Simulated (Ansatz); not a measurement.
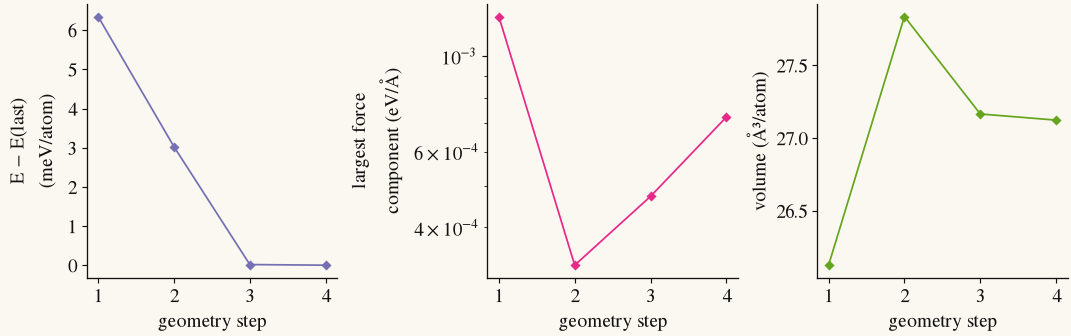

History of a geometry optimisation. Atoms and cell relax. A closing SCF on a freshly chosen basis isn't drawn.

```
crystal:
  lattice:
    - [2.9614765721, -2.9670407458, 0.1816208973]
    - [2.9614765721, 2.9670407458, 0.1816208973]
    - [-0.3633243756, 0.0, 5.9243026098]
  atoms:
    - { symbol: Pb, position: [0.7499985725, 0.7499985725, 0.7499492225] }
    - { symbol: Pb, position: [0.2500014275, 0.2500014275, 0.2500507775] }
    - { symbol: S, position: [0.2500053769, 0.2500053769, 0.7498460568] }
    - { symbol: S, position: [0.7499946231, 0.7499946231, 0.2501539432] }
basis:
  ecutwfc: 420
kpoints:
  mp_grid: { grid: [8, 8, 6] }
hamiltonian:
  xc: pbe
scf:
  occupations: { method: gaussian, width: 0.02 }
output:
  forces: true
  stress: true
  eigenvalues: true
relax:
  adjacent_minimum: "off"
  f_tol: 0.005
  max_steps: 50
  cell: { stress_tol: 0.05 }
```

Command:
```bash
ansatz run input.yaml --threads 1 --pin off --max-ram 2560MiB --backend cpu --events-out ev --progress --plain --runs-dir out
```

**How did the optimisation end?**

The optimisation met its thresholds at geometry 4, counting the start as the first. The energy fell by about 6.3 meV/atom from the first step to the last. The largest force component goes from about 1.2 × 10⁻³ eV/Å at the start to 7 × 10⁻⁴ eV/Å at the end.

**What happens to the cell?**

The volume grows from 26.1 to 27.1 Å³ per atom (+4 %), overshooting to 27.8 at step 2. The start was compressed.
